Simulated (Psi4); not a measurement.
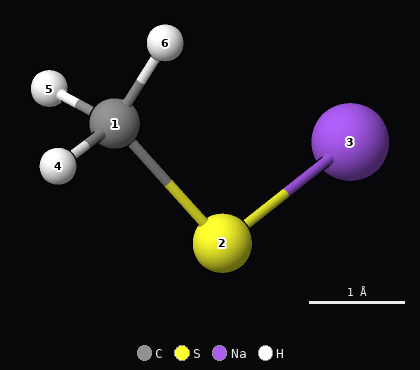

Fig. 1: The input geometry (ball-and-stick view, seen at a tilt; atoms are numbered from 1 in the order of the input). Sticks mark near contacts. Bond lengths as drawn: C–H 1.09 Å, C–S 1.82 Å and Na–S 2.48 Å.

# CH$_{3}$NaS: molecular dynamics (part 1 of 2)

- system: CH$_{3}$NaS, SMILES C[S][Na]
- method: r2SCAN/def2-SVP, RKS, dispersion D4 (Psi4 1.11)

The geometry comes from this level: PBE0-D4/def2-TZVP.

**Input (ch3nas_ase.py)**
```python
import numpy as np
from ase.calculators.psi4 import Psi4
from ase.io import read
from ase import units
from ase.md.velocitydistribution import MaxwellBoltzmannDistribution, Stationary
from ase.md.verlet import VelocityVerlet

a = read('ch3nas.xyz')
calc = Psi4(atoms=a, method='r2scan-d4', basis='def2-SVP', memory='1600MB', num_threads=1, charge=0, multiplicity=1, label='ch3nas')
a.calc = calc

MaxwellBoltzmannDistribution(a, temperature_K=300.0, rng=np.random.default_rng(228))
Stationary(a)
dyn = VelocityVerlet(a, 1.0 * units.fs)
def show():
    ep, ek = a.get_potential_energy(), a.get_kinetic_energy()
    print(f'step {dyn.nsteps:3d}  Epot {ep:14.6f}  Ekin {ek:9.6f}  Etot {ep + ek:14.6f} eV  T {a.get_temperature():7.1f} K')
dyn.attach(show)
dyn.run(15)
```

**File ch3nas.xyz**
```
6
CH3NaS
C     -0.413100     0.331700    -0.391900
S     -0.168900    -1.222400     0.527100
Na     2.035300    -1.083000     1.651500
H     -1.385700     0.292700    -0.886900
H      0.344900     0.476700    -1.165000
H     -0.412500     1.204300     0.265200
```

Launched with:
```bash
python ch3nas_ase.py
```

**What the program printed**
```
gradient() will perform analytic gradient computation.

   => Loading Basis Set <=

    Name: DEF2-SVP
    Role: ORBITAL
    Keyword: BASIS

   => R2SCAN-D4(BJ,EEQ)ATM: Empirical Dispersion <=

        a1 =       0.515592
        a2 =       5.773429
       alp =      16.000000
        s6 =       1.000000
        s8 =       0.601875
        s9 =       1.000000
        ga =       3.000000
        gc =       2.000000
        wf =       6.000000

         ---------------------------------------------------------
                                   SCF
                              RKS Reference
                        1 Threads,   1525 MiB Core
         ---------------------------------------------------------

  ==> Geometry <==

    Molecular point group: c1
    Full point group: C1

    Geometry (in Angstrom), charge = 0, multiplicity = 1:

       Center              X                  Y                   Z               Mass
    ------------   -----------------  -----------------  -----------------  -----------------
         C           -0.862693860832     1.203867272226    -1.096176657700    12.000000000000
         S           -0.682732090776    -0.350470130237    -0.109630195649    31.972071174400
         NA           1.524339415744    -0.345638352322     0.891947345156    22.989769282000
         H           -1.903040308062     1.240527544195    -1.449501770528     1.007825032230
         H           -0.119104953898     1.247225464186    -1.894345085622     1.007825032230
         H           -0.819147675310     2.180710768735    -0.472727691304     1.007825032230

  Running in c1 symmetry.

  Rotational constants: A =      0.60406  B =      0.13334  C =      0.11170 [cm^-1]
  Rotational constants: A =  18109.30811  B =   3997.41094  C =   3348.83019 [MHz]
  Nuclear repulsion =  100.118640152923163

  Charge       = 0
  Multiplicity = 1
  Electrons    = 36
  Nalpha       = 18
  Nbeta        = 18

  ==> Algorithm <==

  SCF Algorithm Type is DF.
  DIIS enabled.
  MOM disabled.
  Fractional occupation disabled.
  Guess Type is SAD.
  Energy threshold   = 1.00e-08
  Density threshold  = 1.00e-08
  Integral threshold = 1.00e-12

  ==> Primary Basis <==

  Basis Set: DEF2-SVP
    Blend: DEF2-SVP
    Number of shells: 30
    Number of basis functions: 62
    Number of Cartesian functions: 65
    Spherical Harmonics?: true
    Max angular momentum: 2

  ==> DFT Potential <==

   => LibXC <=

    Version 7.1.2

   => Composite Functional: R2SCAN-D4BJEEQATM <=

    r2SCAN Meta-GGA XC Functional  (0.1021/acs.jpclett.0c02405)

    Deriv               =              1
    GGA                 =           TRUE
    Meta                =           TRUE

    Exchange Hybrid     =          FALSE
    MP2 Hybrid          =          FALSE

   => Exchange Functionals <=

    1.0000   XC_MGGA_X_R2SCAN

   => Correlation Functionals <=

    1.0000   XC_MGGA_C_R2SCAN

   => LibXC Density Thresholds  <==

    XC_MGGA_C_R2SCAN:  1.00E-15
    XC_MGGA_X_R2SCAN:  1.00E-11

   => Molecular Quadrature <=

    Radial Scheme          =       TREUTLER
    Pruning Scheme         =           NONE
    Nuclear Scheme         =       TREUTLER

    Blocking Scheme        =         OCTREE
    BS radius alpha        =              1
    Pruning alpha          =              1
    Radial Points          =             75
    Spherical Points       =            302
    Total Points           =         130221
    Total Blocks           =           1053
    Max Points             =            254
    Max Functions          =             61
    Weights Tolerance      =       1.00E-15

   => Loading Basis Set <=

    Name: (DEF2-SVP AUX)
    Role: JKFIT
    Keyword: DF_BASIS_SCF

  ==> Integral Setup <==

  DFHelper Memory: AOs need 0.012 GiB; user supplied 0.628 GiB.
  SCF_SUBTYPE=INCORE selected. In-core MEM_DF algorithm will be used.
  Using in-core AOs.

  ==> MemDFJK: Density-Fitted J/K Matrices <==

    J tasked:                   Yes
    K tasked:                    No
    wK tasked:                   No
    Memory [MiB]:               643
    Algorithm:                 Core
    Schwarz Cutoff:           1E-12
    Mask sparsity (%):       1.1446
    Fitting Condition:        1E-10

   => Auxiliary Basis Set <=

  Basis Set: (DEF2-SVP AUX)
    Blend: DEF2-UNIVERSAL-JKFIT
    Number of shells: 115
    Number of basis functions: 369
    Number of Cartesian functions: 441
    Spherical Harmonics?: true
    Max angular momentum: 4

  Cached 100.0% of DFT collocation blocks in 0.490 [GiB].

  Minimum eigenvalue in the overlap matrix is 1.0414440911E-02.
  Reciprocal condition number of the overlap matrix is 2.0552514080E-03.
    Using symmetric orthogonalization.

  ==> Pre-Iterations <==

  SCF Guess: Superposition of Atomic Densities via on-the-fly atomic UHF (no occupation information).

   -------------------------
    Irrep   Nso     Nmo
   -------------------------
     A         62      62
   -------------------------
    Total      62      62
   -------------------------

  ==> Iterations <==

                           Total Energy        Delta E     RMS |[F,P]|

   @DF-RKS iter SAD:  -599.65351855992287   -5.99654e+02   0.00000e+00
   @DF-RKS iter   1:  -599.87635302347451   -2.22834e-01   1.00613e-02 DIIS/ADIIS
   @DF-RKS iter   2:  -598.89186762003385    9.84485e-01   1.86795e-02 DIIS/ADIIS
   @DF-RKS iter   3:  -600.07360628759420   -1.18174e+00   3.85406e-03 DIIS/ADIIS
   @DF-RKS iter   4:  -600.10786791009161   -3.42616e-02   1.70764e-03 DIIS/ADIIS
   @DF-RKS iter   5:  -600.11438204856563   -6.51414e-03   3.85040e-04 DIIS/ADIIS
   @DF-RKS iter   6:  -600.11473581534904   -3.53767e-04   1.20958e-04 DIIS/ADIIS
   @DF-RKS iter   7:  -600.11477549643394   -3.96811e-05   1.75113e-05 DIIS
   @DF-RKS iter   8:  -600.11477625112320   -7.54689e-07   5.06991e-06 DIIS
   @DF-RKS iter   9:  -600.11477631432649   -6.32033e-08   3.59685e-07 DIIS
   @DF-RKS iter  10:  -600.11477631485116   -5.24665e-10   4.90380e-08 DIIS
   @DF-RKS iter  11:  -600.11477631485991   -8.75389e-12   1.79074e-08 DIIS
   @DF-RKS iter  12:  -600.11477631486161   -1.70530e-12   4.75530e-09 DIIS
  Energy and wave function converged.

  ==> Post-Iterations <==

   Electrons on quadrature grid:
      Ntotal   =   36.0000076004 ; deviation = 7.600e-06

    Orbital Energies [Eh]
    ---------------------

    Doubly Occupied:

       1A    -88.412848     2A    -38.238005     3A    -10.032874
       4A     -7.745638     5A     -5.697941     6A     -5.690337
       7A     -5.688614     8A     -2.181855     9A     -1.104364
      10A     -1.103361    11A     -1.101398    12A     -0.649715
      13A     -0.504762    14A     -0.353763    15A     -0.323004
      16A     -0.266461    17A     -0.148983    18A     -0.134836

    Virtual:

      19A     -0.056644    20A      0.014278    21A      0.026050
      22A      0.064873    23A      0.088016    24A      0.100467
      25A      0.150037    26A      0.158547    27A      0.172556
      28A      0.261787    29A      0.262545    30A      0.276924
      31A      0.284745    32A      0.363798    33A      0.476297
      34A      0.487231    35A      0.555515    36A      0.603149
      37A      0.679880    38A      0.718332    39A      0.724773
      40A      0.759020    41A      0.775482    42A      0.785980
      43A      0.810350    44A      0.832725    45A      0.874705
      46A      0.892131    47A      0.923873    48A      1.190385
      49A      1.251648    50A      1.311197    51A      1.549898
      52A      1.766873    53A      1.820551    54A      1.887929
      55A      1.939856    56A      2.019810    57A      2.280718
      58A      2.442129    59A      2.458850    60A      2.705835
      61A      2.962867    62A      2.999604

    Final Occupation by Irrep:
              A
    DOCC [    18 ]
    NA   [    18 ]
    NB   [    18 ]

  @DF-RKS Final Energy:  -600.11477631486161

   => Energetics <=

    Nuclear Repulsion Energy =            100.1186401529231631
    One-Electron Energy =               -1031.9228990314604744
    Two-Electron Energy =                 378.3099708271770396
    DFT Exchange-Correlation Energy =     -46.6197084272455413
    Empirical Dispersion Energy =          -0.0007798362558391
    VV10 Nonlocal Energy =                  0.0000000000000000
    Total Energy =                       -600.1147763148616150

Computation Completed

Properties will be evaluated at   0.000000,   0.000000,   0.000000 [a0]

Properties computed using the SCF density matrix

 Multipole Moments:

 ------------------------------------------------------------------------------------
     Multipole            Electronic (a.u.)      Nuclear  (a.u.)        Total (a.u.)
 ------------------------------------------------------------------------------------

 L = 1.  Multiply by 2.5417464519 to convert [e a0] to [Debye]
 Dipole X            :          6.8249972           -4.1071988            2.7177985
 Dipole Y            :         -4.5063857            4.6905335            0.1841478
 Dipole Z            :          5.5379243           -4.4149612            1.1229631
 Magnitude           :                                                    2.9464190

 ------------------------------------------------------------------------------------

	total time  =          5 seconds =       0.08 minutes

         ------------------------------------------------------------
                                   SCF GRAD
         ------------------------------------------------------------

  ==> Geometry <==

    Molecular point group: c1
    Full point group: C1

    Geometry (in Angstrom), charge = 0, multiplicity = 1:

       Center              X                  Y                   Z               Mass
    ------------   -----------------  -----------------  -----------------  -----------------
         C           -0.862693860832     1.203867272226    -1.096176657700    12.000000000000
         S           -0.682732090776    -0.350470130237    -0.109630195649    31.972071174400
         NA           1.524339415744    -0.345638352322     0.891947345156    22.989769282000
         H           -1.903040308062     1.240527544195    -1.449501770528     1.007825032230
         H           -0.119104953898     1.247225464186    -1.894345085622     1.007825032230
         H           -0.819147675310     2.180710768735    -0.472727691304     1.007825032230

  Nuclear repulsion =  100.118640152923163

  ==> Basis Set <==

  Basis Set: DEF2-SVP
    Blend: DEF2-SVP
    Number of shells: 30
    Number of basis functions: 62
    Number of Cartesian functions: 65
    Spherical Harmonics?: true
    Max angular momentum: 2

  ==> DFJKGrad: Density-Fitted SCF Gradients <==

    Gradient:                    1
    J tasked:                  Yes
    K tasked:                   No
    wK tasked:                  No
    Integrals threads:           1
    Memory [MiB]:             1144
    Schwarz Cutoff:          1E-12
    Fitting Condition:       1E-10
```
